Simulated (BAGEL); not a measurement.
**A workflow on C2H4BCl (SMILES C=CBCl)**

We compute a single-point energy (HF/def2-SVP), then a single-point energy (NEVPT2(2,2)/def2-SVP), then a single-point energy (CASPT2(2,2)/def2-SVP) of C2H4BCl. 

The calculation is run with BAGEL 1.2.2.

2 further runs of the same task are left out: 2 set aside as unsound or not needed.

**1. Starting point**

C2H4BCl has 8 atoms, charge 0, and is taken as a singlet. As SMILES, `C=CBCl`. The C2–H7 distance was set to 2.067 Å, away from the relaxed value. At this shape a bond of the SMILES string is far longer than usual.

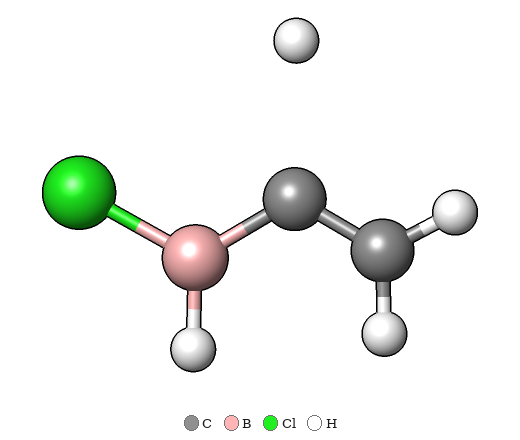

Viewed from a chosen angle; carbon grey, boron pink, chlorine green, hydrogen white.

**2. A single-point energy at HF/def2-SVP (density fitting with svp-jkfit) (run 1)**

File calc.json:

```json
{ "bagel": [

{
  "title": "molecule",
  "basis": "svp",
  "df_basis": "svp-jkfit",
  "angstrom": true,
  "geometry": [
    { "atom": "C", "xyz": [   -0.209753,    1.315655,   -1.052142 ] },
    { "atom": "C", "xyz": [   -0.213353,    0.153455,   -0.391042 ] },
    { "atom": "B", "xyz": [   -1.095753,   -0.998645,   -0.878542 ] },
    { "atom": "Cl", "xyz": [   -1.122253,   -2.531845,   -0.035542 ] },
    { "atom": "H", "xyz": [   -0.826853,    1.456155,   -1.934942 ] },
    { "atom": "H", "xyz": [    0.397947,    2.162755,   -0.747242 ] },
    { "atom": "H", "xyz": [    0.984000,   -0.048700,    1.281300 ] },
    { "atom": "H", "xyz": [   -1.792153,   -0.895745,   -1.842542 ] }
  ]
},
{
  "title": "hf"
},
{
  "title": "print",
  "file": "orbitals.molden",
  "orbitals": true
}

]}
```

Run with:

```
$ BAGEL_NUM_THREADS=1 BAGEL calc.json > calc.out
```

Output:

```text
* using 1 threads per process

  ===============================================================
  ===============================================================

  *** Geometry ***

  { "atom" : "C", "xyz" : [     -0.396376,      2.486228,     -1.988260 ] },
  { "atom" : "C", "xyz" : [     -0.403179,      0.289988,     -0.738962 ] },
  { "atom" : "B", "xyz" : [     -2.070673,     -1.887166,     -1.660204 ] },
  { "atom" : "Cl", "xyz" : [     -2.120751,     -4.784494,     -0.067165 ] },
  { "atom" : "H", "xyz" : [     -1.562526,      2.751734,     -3.656510 ] },
  { "atom" : "H", "xyz" : [      0.752011,      4.087015,     -1.412083 ] },
  { "atom" : "H", "xyz" : [      1.859491,     -0.092030,      2.421306 ] },
  { "atom" : "H", "xyz" : [     -3.386678,     -1.692713,     -3.481900 ] },

  Number of auxiliary basis functions:      425

  Since a DF basis is specified, we compute 2- and 3-index integrals:
    o Being stored without compression. Storage requirement is 0.022 GB

  Number of basis functions:       80
  Number of electrons      :       38

    * METHOD: MOLECULE                             0.17

  *** RHF ***

  === Nuclear Repulsion ===
   118.5422848777

      * DIIS with orbital gradients will be used.

  === RHF iteration (svp) ===
      0       -561.76577509          0.01320838           0.04
      1       -561.85616495          0.00747160           0.04
      2       -561.87993398          0.00180083           0.04
      3       -561.88231573          0.00064045           0.04
      4       -561.88255884          0.00018741           0.04
      5       -561.88259689          0.00005402           0.04
      6       -561.88260115          0.00002095           0.04
      7       -561.88260166          0.00000656           0.04
      8       -561.88260171          0.00000209           0.04
      9       -561.88260172          0.00000064           0.04
     10       -561.88260172          0.00000025           0.04
     11       -561.88260172          0.00000010           0.04
     12       -561.88260172          0.00000004           0.04
     13       -561.88260172          0.00000001           0.04
     14       -561.88260172          0.00000000           0.04
    * SCF iteration converged.

    * Permanent dipole moment:
           (    0.107896,    -0.875449,     0.641598) a.u.

    * METHOD: HF                                   0.72

    * METHOD: PRINT                                0.02

  ===============================================================
```

Run time: 1 s. Hardware: 1 thread of Arm Neoverse V1, shared host; peak memory 0.15 GiB.

**3. A single-point energy at NEVPT2(2,2)/def2-SVP (density fitting with svp-jkfit) (run 2)**

File input.json:

```json
{ "bagel" : [

{
  "title" : "molecule",
  "basis" : "svp",
  "df_basis" : "svp-jkfit",
  "angstrom" : "true",
  "geometry" : [
    { "atom" : "C", "xyz" : [   -0.209753,    1.315655,   -1.052142 ] },
    { "atom" : "C", "xyz" : [   -0.213353,    0.153455,   -0.391042 ] },
    { "atom" : "B", "xyz" : [   -1.095753,   -0.998645,   -0.878542 ] },
    { "atom" : "Cl", "xyz" : [   -1.122253,   -2.531845,   -0.035542 ] },
    { "atom" : "H", "xyz" : [   -0.826853,    1.456155,   -1.934942 ] },
    { "atom" : "H", "xyz" : [    0.397947,    2.162755,   -0.747242 ] },
    { "atom" : "H", "xyz" : [    0.984000,   -0.048700,    1.281300 ] },
    { "atom" : "H", "xyz" : [   -1.792153,   -0.895745,   -1.842542 ] }
  ]
},
{ "title" : "hf" },
{
  "title" : "nevpt2",
  "nstate" : 1,
  "nact" : 2,
  "nclosed" : 18,
  "nspin" : 0,
  "active" : [19, 20],
  "maxiter" : 200,
  "natocc" : "true",
  "ncore" : 8
},
{ "title" : "print", "file" : "orbitals.molden", "orbitals" : "true" }

]}
```

Run with:

```
$ BAGEL_NUM_THREADS=1 BAGEL input.json > input.out
```

Output:

```text
* using 1 threads per process

  ===============================================================
  ===============================================================

  *** Geometry ***

  { "atom" : "C", "xyz" : [     -0.396376,      2.486228,     -1.988260 ] },
  { "atom" : "C", "xyz" : [     -0.403179,      0.289988,     -0.738962 ] },
  { "atom" : "B", "xyz" : [     -2.070673,     -1.887166,     -1.660204 ] },
[... 4 lines of this table left out ...]
  { "atom" : "H", "xyz" : [     -3.386678,     -1.692713,     -3.481900 ] },

  Number of auxiliary basis functions:      425

  Since a DF basis is specified, we compute 2- and 3-index integrals:
    o Being stored without compression. Storage requirement is 0.022 GB

[... 18 lines left out ...]
    * SCF iteration converged.
[... 1 line left out ...]
    * Permanent dipole moment:
[... 28 lines left out ...]
    * Second-order optimization converged. *

     guess   0:   closed 1.                   open ..

  === FCI iteration ===

      0  0      -561.87778843     8.65e-02      0.00
      1  0      -561.94127028     3.21e-03      0.00
      2  0 *    -561.94136666     1.78e-16      0.00

     * ci vector, state   0, <S^2> = 0.0000
       2.     0.9386098554
       .2    -0.3449804913

  === DF-NEVPT2 calculation ===

    * 3-index integral transformation done
    * assembly done

      NEVPT2 correlation energy:   -0.4543677605      0.15

          (+0)     -0.4025402786
          (+0)'    -0.0122130219
          (+1)     -0.0099701363
          (+1)'    -0.0000000000
          (+2)     -0.0002796106
          (-1)     -0.0269056265
          (-1)'     0.0000000000
          (-2)     -0.0024590867

      NEVPT2 total energy:       -562.3957344253

    * METHOD: NEVPT2                               2.42

    * METHOD: PRINT                                0.02

  ===============================================================
```

It took 3.6 s on 1 thread of Arm Neoverse V1, shared host; peak memory 0.15 GiB.

**4. The energy at CASPT2(2,2)/def2-SVP (density fitting with svp-jkfit) (run 3)**

File calc.json:

```json
{ "bagel": [

{
  "title": "molecule",
  "basis": "svp",
  "df_basis": "svp-jkfit",
  "angstrom": "true",
  "geometry": [
    { "atom": "C", "xyz": [      -0.209753,       1.315655,      -1.052142 ] },
    { "atom": "C", "xyz": [      -0.213353,       0.153455,      -0.391042 ] },
    { "atom": "B", "xyz": [      -1.095753,      -0.998645,      -0.878542 ] },
    { "atom": "Cl", "xyz": [      -1.122253,      -2.531845,      -0.035542 ] },
    { "atom": "H", "xyz": [      -0.826853,       1.456155,      -1.934942 ] },
    { "atom": "H", "xyz": [       0.397947,       2.162755,      -0.747242 ] },
    { "atom": "H", "xyz": [       0.984000,      -0.048700,       1.281300 ] },
    { "atom": "H", "xyz": [      -1.792153,      -0.895745,      -1.842542 ] }
  ]
},

{ "title": "hf" },

{ "title": "casscf", "nstate": 1, "nact": 2, "nclosed": 18, "active": [19, 20], "maxiter": 200, "natocc": "true" },

{ "title": "print", "file": "orbitals.molden", "orbitals": "true" },

{ "title": "smith", "method": "caspt2", "ms": "true", "xms": "true", "sssr": "true", "shift": 0.2, "shift_imag": "true", "ncore": 8 }

]}
```

Run with:

```
$ BAGEL_NUM_THREADS=1 BAGEL calc.json > calc.out
```

Output:

```text
* using 1 threads per process

  ===============================================================
  ===============================================================

  *** Geometry ***

  { "atom" : "C", "xyz" : [     -0.396376,      2.486228,     -1.988260 ] },
  { "atom" : "C", "xyz" : [     -0.403179,      0.289988,     -0.738962 ] },
  { "atom" : "B", "xyz" : [     -2.070673,     -1.887166,     -1.660204 ] },
[... 4 lines of this table left out ...]
  { "atom" : "H", "xyz" : [     -3.386678,     -1.692713,     -3.481900 ] },

  Number of auxiliary basis functions:      425

  Since a DF basis is specified, we compute 2- and 3-index integrals:
    o Being stored without compression. Storage requirement is 0.022 GB

[... 18 lines left out ...]
    * SCF iteration converged.
[... 1 line left out ...]
    * Permanent dipole moment:
[... 27 lines left out ...]
    * Second-order optimization converged. *
[... 9 lines left out ...]
     * ci vector, state   0, <S^2> = 0.0000
[... 16 lines left out ...]
    * Zeroth order energy : state  0       -0.6088109430
[... 4 lines left out ...]
       #      aibj      arbs      arbi      airj      risj      airs      arst      rist         Etot      error   time
[... 2 lines left out ...]
       0  -0.40044  -0.00308  -0.02845  -0.01085  -0.00043  -0.01181  -0.00000  -0.00000   -0.4550639  0.0008288   0.06
       1  -0.40049  -0.00309  -0.02850  -0.01092  -0.00045  -0.01195  -0.00000  -0.00000   -0.4554037  0.0001050   0.05
       2  -0.40050  -0.00309  -0.02850  -0.01092  -0.00045  -0.01196  -0.00000  -0.00000   -0.4554099  0.0000165   0.05
       3  -0.40050  -0.00309  -0.02850  -0.01091  -0.00045  -0.01196  -0.00000  -0.00000   -0.4554100  0.0000027   0.05
       4  -0.40050  -0.00309  -0.02850  -0.01092  -0.00045  -0.01196  -0.00000  -0.00000   -0.4554100  0.0000004   0.05

      ------------------------------------------------------------------------------------------------------------------

    * CASPT2 energy : state  0     -562.3999069700
        w/o shift correction       -562.3967766986
        reference weight              0.8526266698

    * METHOD: SMITH                                0.41

  ===============================================================
```

Wall time 3.9 s (1 thread of Arm Neoverse V1, shared host); peak memory 0.15 GiB.

**5. What came out**

| quantity | value |
| --- | --- |
| run 1, HF/def2-SVP: total energy | -561.88260 Eh |
| run 1, HF/def2-SVP: dipole moment | 2.77 D |
| run 1, HF/def2-SVP: HOMO energy | -10.13 eV |
| run 1, HF/def2-SVP: LUMO energy | 1.26 eV |
| run 1, HF/def2-SVP: HOMO–LUMO gap | 11.39 eV |
| run 2, NEVPT2(2,2)/def2-SVP: total energy | -562.39573 Eh |
| run 3, CASPT2(2,2)/def2-SVP: total energy | -562.39991 Eh |
